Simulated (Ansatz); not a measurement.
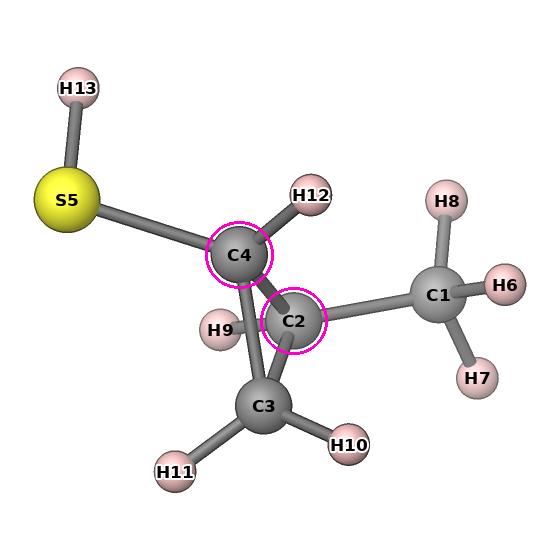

Atoms fade into the background with distance from the viewer. Circles mark the stereogenic atoms. The geometry was computed by an optimisation with PBE0-D4/def2-TZVP. No frequency run is at hand to confirm it as a minimum.

What are the Cahn–Ingold–Prelog descriptors?

C2: S (priorities C4 > C3 > C1 > H9); C4: S (priorities S5 > C2 > C3 > H12).
